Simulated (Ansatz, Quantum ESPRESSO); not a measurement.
# H-GaAs-H chair, 1 layer: biaxial strain by an ASE script, part 2 of 2

How do the band edges of H-GaAs-H chair, 1 layer move against the vacuum when the sheet is stretched?

Quantum ESPRESSO 7.5; plane-wave DFT, PBE, GBRV ultrasoft pseudopotentials; geometry by Ansatz 0.2.0 with PAW datasets.

So far: Starting point; Geometry from Ansatz.

**3. The script**

Under ESM bc1 levels count from the vacuum, or from the mean of the two vacuum levels where the sheet has a dipole, so band edges at unlike strains can be compared.

Level of this step: plane-wave DFT, PBE, GBRV ultrasoft pseudopotentials (Quantum ESPRESSO 7.5).

File run.py:

```python
import json
import numpy as np
from ase import Atoms
from ase.calculators.espresso import Espresso, EspressoProfile

profile = EspressoProfile(command='mpirun -n 2 pw.x -nk 2', pseudo_dir='../pseudo')
pseudopotentials = {'As': 'as_pbe_v1.uspp.F.UPF', 'Ga': 'ga_pbe_v1.4.uspp.F.UPF', 'H': 'h_pbe_v1.4.uspp.F.UPF'}
system = {'ecutwfc': 40, 'ecutrho': 200, 'occupations': 'smearing', 'smearing': 'fd', 'degauss': 0.002}


def calculator(name, kpts, **extra):
    data = dict(control=dict(tprnfor=True, verbosity='high', disk_io='none'),
                system=system | extra,
                electrons=dict(conv_thr=1e-09, mixing_beta=0.4, mixing_mode='plain',
                               electron_maxstep=100))
    return Espresso(profile=profile, directory=name, pseudopotentials=pseudopotentials, kpts=kpts, input_data=data)


def centre(atoms):
    z = atoms.positions[:, 2]
    atoms.positions[:, 2] -= (z.max() + z.min()) / 2  # ESM wants the slab about z = 0
    return atoms

sheet = Atoms(
    ['H', 'As', 'Ga', 'H'],
    scaled_positions=[
        [0.6666666667, 0.3333333333, 0.3974793962],
        [0.6666666667, 0.3333333333, 0.4782067563],
        [0.3333333333, 0.6666666667, 0.5198917263],
        [0.3333333333, 0.6666666667, 0.6028292009]],
    cell=[
        [4.078991280179, 0.000000000000, 0.000000000000],
        [-2.039495640089, 3.532510070450, 0.000000000000],
        [0.000000000000, 0.000000000000, 18.833333333300]],
    pbc=True)

rows = []
for strain in [-0.03, -0.015, 0.0, 0.015, 0.03]:
    atoms = sheet.copy()
    atoms.set_cell(sheet.cell.array * [[1 + strain], [1 + strain], [1]], scale_atoms=True)
    atoms = centre(atoms)
    atoms.calc = calculator(f's{strain:+.3f}', (12, 12, 1), assume_isolated='esm', esm_bc='bc1', nbnd=17)
    energy = atoms.get_potential_energy()
    levels = np.array([atoms.calc.get_eigenvalues(kpt=i) for i in range(len(atoms.calc.get_ibz_k_points()))])
    top, bottom = levels[:, 12].max(), levels[:, 13].min()
    direct = (levels[:, 13] - levels[:, 12]).min()
    rows.append([strain, energy, top, bottom, direct])
    print(f'strain {strain:+.3f}: E = {energy:.5f} eV, valence top {top:.3f}, conduction bottom {bottom:.3f}, '
          f'gap {bottom - top:.3f}, least direct gap {direct:.3f} eV')

x, energy, top, bottom, direct = np.array(rows).T
area = np.linalg.norm(np.cross(*sheet.cell[:2]))
stiffness = np.polyfit(x, energy, 2)[0] / area * 16.0218  # C11 + C12, heights clamped
print(f'valence and conduction edges move by {np.polyfit(x, top, 1)[0]:.2f} and {np.polyfit(x, bottom, 1)[0]:.2f} eV per unit biaxial strain')
print(f'C11 + C12 with clamped heights: {stiffness:.1f} N/m')
json.dump(dict(rows=rows, stiffness=stiffness), open('result.json', 'w'))
```

The run is started by

```
$ OMP_NUM_THREADS=1 python run.py
```

Output:

```text
strain -0.030: E = -6230.65519 eV, valence top -5.211, conduction bottom -3.182, gap 2.029, least direct gap 2.029 eV
strain -0.015: E = -6230.69804 eV, valence top -5.275, conduction bottom -3.432, gap 1.844, least direct gap 1.844 eV
strain +0.000: E = -6230.71312 eV, valence top -5.329, conduction bottom -3.662, gap 1.668, least direct gap 1.668 eV
strain +0.015: E = -6230.70414 eV, valence top -5.373, conduction bottom -3.872, gap 1.501, least direct gap 1.501 eV
strain +0.030: E = -6230.67424 eV, valence top -5.409, conduction bottom -4.064, gap 1.345, least direct gap 1.345 eV
valence and conduction edges move by -3.30 and -14.69 eV per unit biaxial strain
C11 + C12 with clamped heights: 59.8 N/m
```

It took 10 min on 2 MPI ranks of Arm Neoverse N1, shared host; peak memory 0.54 GiB.

The input that ASE wrote for the first run, and its log:

```
&CONTROL
   verbosity        = 'high'
   tprnfor          = .true.
   disk_io          = 'none'
   pseudo_dir       = '../pseudo'
/
&SYSTEM
   nbnd             = 17
   ecutwfc          = 40
   ecutrho          = 200
   occupations      = 'smearing'
   degauss          = 0.002
   smearing         = 'fd'
   assume_isolated  = 'esm'
   esm_bc           = 'bc1'
   ntyp             = 3
   nat              = 4
   ibrav            = 0
/
&ELECTRONS
   electron_maxstep = 100
   conv_thr         = 1e-09
   mixing_mode      = 'plain'
   mixing_beta      = 0.4
/
&IONS
/
&CELL
/
&FCP
/
&RISM
/
ATOMIC_SPECIES
H 1.008 h_pbe_v1.4.uspp.F.UPF
As 74.921595 as_pbe_v1.uspp.F.UPF
Ga 69.723 ga_pbe_v1.4.uspp.F.UPF

K_POINTS automatic
12 12 1  0 0 0

CELL_PARAMETERS angstrom
3.95662154177363 0.00000000000000 0.00000000000000
-1.97831077088633 3.42653476833650 0.00000000000000
0.00000000000000 0.00000000000000 18.83333333330000

ATOMIC_POSITIONS angstrom
H 1.9783107711 1.1421782560 -1.9337106609  
As 1.9783107711 1.1421782560 -0.4133453790  
Ga -0.0000000002 2.2843565123 0.3717215560  
H -0.0000000002 2.2843565123 1.9337106609
```

```text
Program PWSCF v.7.5 starts
[citation notice left out]

     Parallel version (MPI & OpenMP), running on       2 processor cores
     Number of MPI processes:                 2
     Threads/MPI process:                     1

     MPI processes distributed on     1 nodes
[... 1 line left out ...]

Warning: card &CELL ignored
Warning: card &FCP ignored
Warning: card &RISM ignored

     Current dimensions of program PWSCF are:
     Max number of different atomic species (ntypx) = 10
     Max number of k-points (npk) =  40000
     Max angular momentum in pseudopotentials (lmaxx) =  4
     Message from routine setup:
     using ibrav=0 with symmetry is DISCOURAGED, use correct ibrav instead

     K-points division:     npool     =       2
     Subspace diagonalization in iterative solution of the eigenvalue problem:
     a serial algorithm will be used

     G-vector sticks info
     --------------------
     sticks:   dense  smooth     PW     G-vecs:    dense   smooth      PW
     Sum         769     613    187                82349    58667    9503

     Using Slab Decomposition

     bravais-lattice index     =            0
     lattice parameter (alat)  =       7.4769  a.u.
     unit-cell volume          =    1723.0721 (a.u.)^3
     number of atoms/cell      =            4
     number of atomic types    =            3
     number of electrons       =        26.00
     number of Kohn-Sham states=           17
     kinetic-energy cutoff     =      40.0000  Ry
     charge density cutoff     =     200.0000  Ry
     scf convergence threshold =      1.0E-09
     mixing beta               =       0.4000
     number of iterations used =            8  plain     mixing
     Exchange-correlation=  SLA  PW   PBX  PBC
                           (   1   4   3   4   0   0   0)

     Effective Screening Medium Method
     =================================
     Boundary Conditions: Vacuum-Slab-Vacuum
     total charge in unit cell        =   0.0000
     grid points for fit at edges     =        4

[... 10 lines left out ...]
     PseudoPot. # 1 for H  read from file:
     ../pseudo/h_pbe_v1.4.uspp.F.UPF
     Pseudo is Ultrasoft, Zval =  1.0
     Generated by new atomic code, or converted to UPF format
     Using radial grid of  615 points,  2 beta functions with:
                l(1) =   0
                l(2) =   0
     Q(r) pseudized with  8 coefficients,  rinner =    0.700

     PseudoPot. # 2 for As read from file:
     ../pseudo/as_pbe_v1.uspp.F.UPF
     Pseudo is Ultrasoft + core correction, Zval =  5.0
     Generated by new atomic code, or converted to UPF format
     Using radial grid of  875 points,  6 beta functions with:
                l(1) =   0
                l(2) =   0
                l(3) =   1
                l(4) =   1
                l(5) =   2
                l(6) =   2
     Q(r) pseudized with  8 coefficients,  rinner =    1.300   1.300   1.300
[... 670 lines left out ...]
     estimated scf accuracy    <          1.7E-10 Ry
     smearing contrib. (-TS)   =      -0.00000000 Ry
     internal energy E=F+TS    =    -457.94475029 Ry

     The total energy is F=E-TS. E is the sum of the following terms:
     one-electron contribution =    -120.38759793 Ry
     hartree contribution      =      57.91543490 Ry
     xc contribution           =     -81.51050159 Ry
     ewald contribution        =    -313.96208566 Ry

     convergence has been achieved in  22 iterations

     negative rho (up, down):  4.328E-04 0.000E+00

     Forces acting on atoms (cartesian axes, Ry/au):

     atom    1 type  1   force =     0.00000000    0.00000000   -0.00502712
     atom    2 type  2   force =     0.00000000    0.00000000   -0.00900645
     atom    3 type  3   force =     0.00000000   -0.00000000    0.01439544
     atom    4 type  1   force =     0.00000000    0.00000000   -0.00048190
     The non-local contrib.  to forces
     atom    1 type  1   force =    -0.00000000    0.00000000    0.09776920
     atom    2 type  2   force =     0.00000000    0.00000000    0.20748556
     atom    3 type  3   force =     0.00000000   -0.00000000   -0.63153764
     atom    4 type  1   force =     0.00000000    0.00000000   -0.07697764
     The ionic contribution  to forces
     atom    1 type  1   force =    -0.00000000    0.00000000   -6.87256850
     atom    2 type  2   force =    -0.00000000    0.00000000  -13.25883114
     atom    3 type  3   force =     0.00000000   -0.00000000   11.66114916
     atom    4 type  1   force =     0.00000000   -0.00000000    8.47025048
     The local contribution  to forces
     atom    1 type  1   force =    -0.00000000    0.00000000    6.76976934
     atom    2 type  2   force =    -0.00000000    0.00000000   13.02268625
     atom    3 type  3   force =     0.00000022   -0.00000008  -11.01926582
     atom    4 type  1   force =     0.00000000   -0.00000000   -8.39375631
     The core correction contribution to forces
     atom    1 type  1   force =     0.00000000    0.00000000    0.00000000
     atom    2 type  2   force =     0.00000000   -0.00000000    0.01965859
     atom    3 type  3   force =     0.00000000   -0.00000000    0.00416702
     atom    4 type  1   force =     0.00000000    0.00000000    0.00000000
     The Hubbard contrib.    to forces
     atom    1 type  1   force =     0.00000000    0.00000000    0.00000000
     atom    2 type  2   force =     0.00000000    0.00000000    0.00000000
     atom    3 type  3   force =     0.00000000    0.00000000    0.00000000
     atom    4 type  1   force =     0.00000000    0.00000000    0.00000000
     The SCF correction term to forces
     atom    1 type  1   force =     0.00000000   -0.00000000    0.00000284
     atom    2 type  2   force =     0.00000000   -0.00000000   -0.00000571
     atom    3 type  3   force =    -0.00000000    0.00000000   -0.00011728
     atom    4 type  1   force =    -0.00000000    0.00000000    0.00000157

     Total force =     0.017716     Total SCF correction =     0.000117
     Message from routine punch:
     Nothing written, as per user request (disk_io='none')

[... 1 line left out ...]

[... 1 line left out ...]

[... 1 line left out ...]

[... 3 lines left out ...]

[... 1 line left out ...]

[... 2 lines left out ...]

[... 1 line left out ...]

[... 1 line left out ...]

=------------------------------------------------------------------------------=
   JOB DONE.
=------------------------------------------------------------------------------=
```

Numbers from this step:

```
biaxial stiffness : 59.85 N/m
```

Table of band edge from the vacuum level by biaxial strain:

| biaxial strain (%) | valence top (eV) | conduction bottom (eV) |
| --- | --- | --- |
| -3.00 | -5.21 | -3.18 |
| -1.50 | -5.28 | -3.43 |
| 0.00 | -5.33 | -3.66 |
| 1.50 | -5.37 | -3.87 |
| 3.00 | -5.41 | -4.06 |

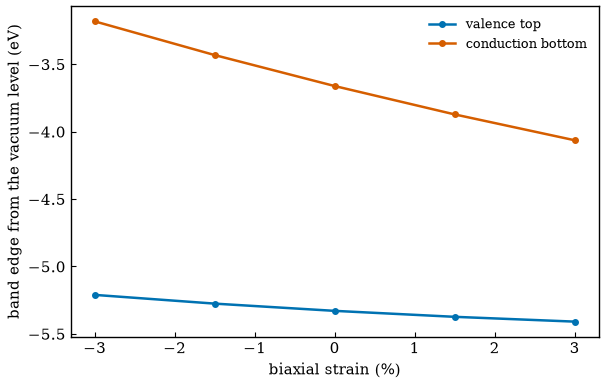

Band edge from the vacuum level, plotted against biaxial strain.

Table of gap by biaxial strain:

| biaxial strain (%) | on the mesh (eV) | least direct (eV) |
| --- | --- | --- |
| -3.00 | 2.03 | 2.03 |
| -1.50 | 1.84 | 1.84 |
| 0.00 | 1.67 | 1.67 |
| 1.50 | 1.50 | 1.50 |
| 3.00 | 1.35 | 1.35 |

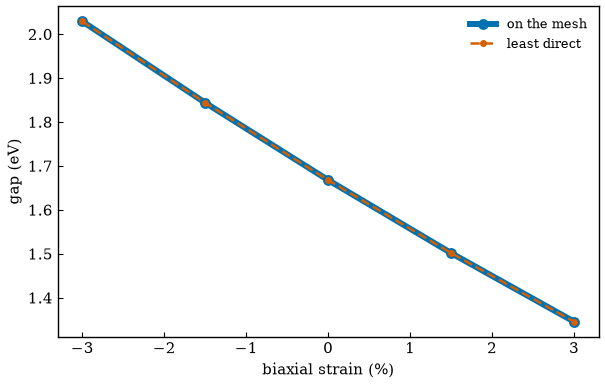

Gap against biaxial strain.

The energy over the lowest by biaxial strain:

| biaxial strain (%) | energy over the lowest (meV) |
| --- | --- |
| -3.00 | 57.9 |
| -1.50 | 15.1 |
| 0.00 | 0 |
| 1.50 | 8.98 |
| 3.00 | 38.9 |

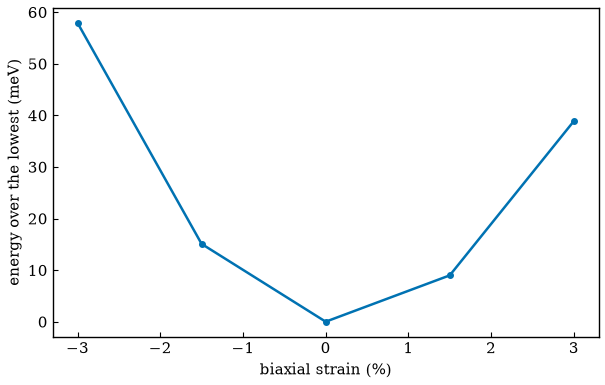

Energy over the lowest against biaxial strain.

**4. The script: RPBE, GBRV ultrasoft**

Level of this step: plane-wave DFT, RPBE, GBRV ultrasoft pseudopotentials made under PBE (Quantum ESPRESSO 7.5). input_dft overrides the functional of the files.

run.py is the input of step 3 with these lines changed:

```diff
@@ -7,3 +7,3 @@
 pseudopotentials = {'As': 'as_pbe_v1.uspp.F.UPF', 'Ga': 'ga_pbe_v1.4.uspp.F.UPF', 'H': 'h_pbe_v1.4.uspp.F.UPF'}
-system = {'ecutwfc': 40, 'ecutrho': 200, 'occupations': 'smearing', 'smearing': 'fd', 'degauss': 0.002}
+system = {'ecutwfc': 40, 'ecutrho': 200, 'input_dft': 'rpbe', 'occupations': 'smearing', 'smearing': 'fd', 'degauss': 0.002}
```

The run is started by

```
$ OMP_NUM_THREADS=1 python run.py
```

Output:

```text
strain -0.030: E = -6233.39072 eV, valence top -5.171, conduction bottom -3.052, gap 2.119, least direct gap 2.119 eV
strain -0.015: E = -6233.45374 eV, valence top -5.236, conduction bottom -3.303, gap 1.933, least direct gap 1.933 eV
strain +0.000: E = -6233.48807 eV, valence top -5.290, conduction bottom -3.534, gap 1.755, least direct gap 1.755 eV
strain +0.015: E = -6233.49745 eV, valence top -5.333, conduction bottom -3.746, gap 1.587, least direct gap 1.587 eV
strain +0.030: E = -6233.48506 eV, valence top -5.369, conduction bottom -3.940, gap 1.428, least direct gap 1.428 eV
valence and conduction edges move by -3.28 and -14.79 eV per unit biaxial strain
C11 + C12 with clamped heights: 62.0 N/m
```

Elapsed: 10 min, on 2 MPI ranks; peak memory 0.53 GiB.

Read from the output:

* biaxial stiffness: 62.05 N/m

Table of band edge from the vacuum level by biaxial strain:

| biaxial strain (%) | valence top (eV) | conduction bottom (eV) |
| --- | --- | --- |
| -3.00 | -5.17 | -3.05 |
| -1.50 | -5.24 | -3.30 |
| 0.00 | -5.29 | -3.53 |
| 1.50 | -5.33 | -3.75 |
| 3.00 | -5.37 | -3.94 |

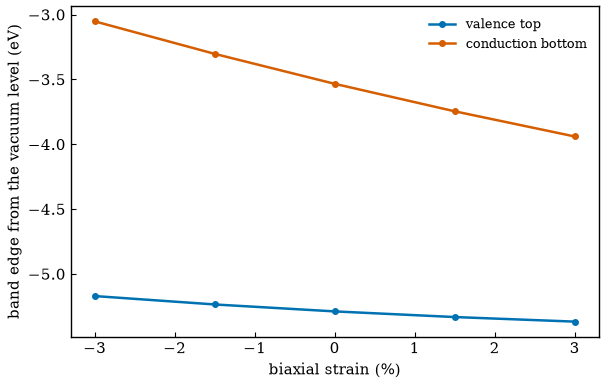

Band edge from the vacuum level against biaxial strain.

Table of gap by biaxial strain:

| biaxial strain (%) | on the mesh (eV) | least direct (eV) |
| --- | --- | --- |
| -3.00 | 2.12 | 2.12 |
| -1.50 | 1.93 | 1.93 |
| 0.00 | 1.76 | 1.76 |
| 1.50 | 1.59 | 1.59 |
| 3.00 | 1.43 | 1.43 |

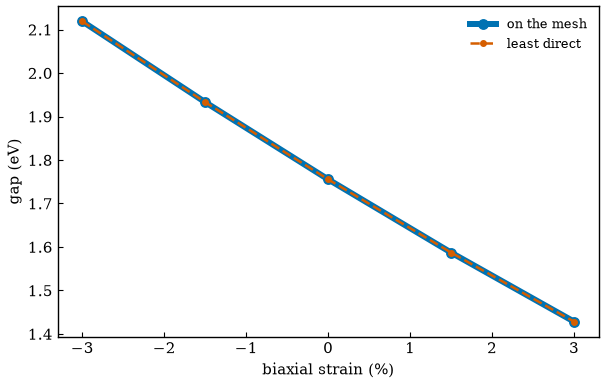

Gap against biaxial strain.

Energy over the lowest against biaxial strain:

| biaxial strain (%) | energy over the lowest (meV) |
| --- | --- |
| -3.00 | 107 |
| -1.50 | 43.7 |
| 0.00 | 9.38 |
| 1.50 | 0 |
| 3.00 | 12.4 |

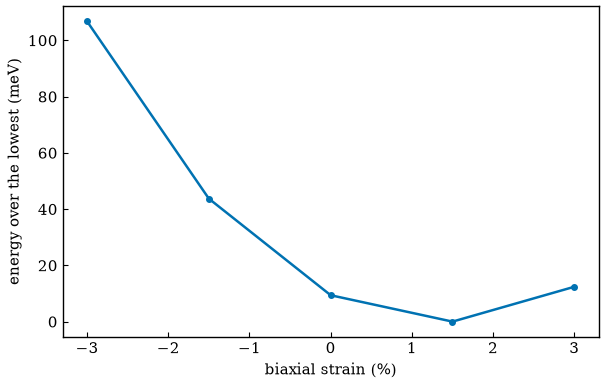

Energy over the lowest against biaxial strain.

**5. The arithmetic**

Under equal strain ε in the plane, E = A (C11 + C12) ε². From the points at ±1.5 %: d²E/dε² = (15.08 + 8.98 − 2 × 0.00) meV / 0.015² = 107 eV, and 107/(2 × 14.409 Å²) × 16.02 = 59 N/m.

**6. Summary of results**

```yaml
c11_c12_heights_clamped_pbe_gbrv_ultrasoft: 60 N/m
gap_on_the_mesh_at_zero_strain_pbe_gbrv_ultrasoft: 1.67 eV
valence_top_below_the_mean_of_the_two_vacuum_levels_at_zero_strain_pbe_gbrv_ultrasoft: 5.33 eV
shift_of_the_valence_top_per_unit_biaxial_strain_pbe_gbrv_ultrasoft: -3.3 eV
shift_of_the_conduction_bottom_per_unit_biaxial_strain_pbe_gbrv_ultrasoft: -14.7 eV
c11_c12_heights_clamped_rpbe_gbrv_ultrasoft_made_under_pbe: 62 N/m
gap_on_the_mesh_at_zero_strain_rpbe_gbrv_ultrasoft_made_under_pbe: 1.76 eV
valence_top_below_the_mean_of_the_two_vacuum_levels_at_zero_strain_rpbe_gbrv_ultrasoft_made_under_pbe: 5.29 eV
shift_of_the_valence_top_per_unit_biaxial_strain_rpbe_gbrv_ultrasoft_made_under_pbe: -3.3 eV
shift_of_the_conduction_bottom_per_unit_biaxial_strain_rpbe_gbrv_ultrasoft_made_under_pbe: -14.8 eV
```

**Reading.** The sheet's biaxial stiffness comes to 60 N/m and its gap at zero strain to 1.67 eV (PBE, GBRV ultrasoft). From −3 % to +3 % the gap on the mesh goes from 2.03 to 1.35 eV; it is direct at every strain. Heights are clamped under strain, which makes a sheet with several atomic planes too stiff. Zero strain is the PBE cell; under RPBE the energy is lowest near +1.4 %, so its stiffness is taken away from its own minimum. Semilocal gaps are too small. The sheet carries a dipole, so the two faces have unlike vacuum levels and the zero lies between them. Spin-orbit coupling is left out; depending on the atoms that carry the levels of interest, it can split and shift them by tens to hundreds of meV.

[Logs are printed without paths, hosts, clocks, repeated set-up lines and the standing remarks that a program may print on its own settings, such as how far it seeks lower states.]

[Hosts, paths, dates, database ids (printed as entryN), source tags and the programs' standing remarks are cut or masked in the printed files.]

[Maps of the electrostatic potential energy from Ansatz leave out the sawtooth potential of an applied field or a dipole correction, so their vacuum need not be flat; planar profiles and work functions include it.]
